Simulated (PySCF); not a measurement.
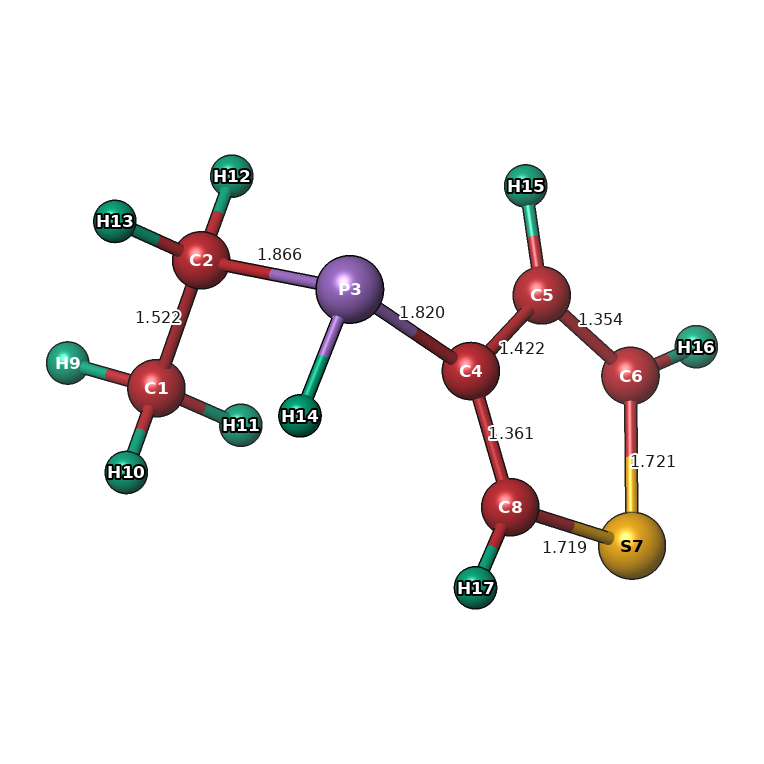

The numbers beside the sticks are distances in Å. Sticks don't show bond order. Computed geometry: GFN2-xTB optimisation. No frequency run is at hand to confirm it as a minimum.

**Which of the marked bonds are single, double, triple or aromatic?**

C1–C2 single; C2–P3 single; P3–C4 single; C4–C5 aromatic; C4–C8 aromatic; C5–C6 aromatic; C6–S7 aromatic; S7–C8 aromatic.

**Write the SMILES.**

CCPc1ccsc1
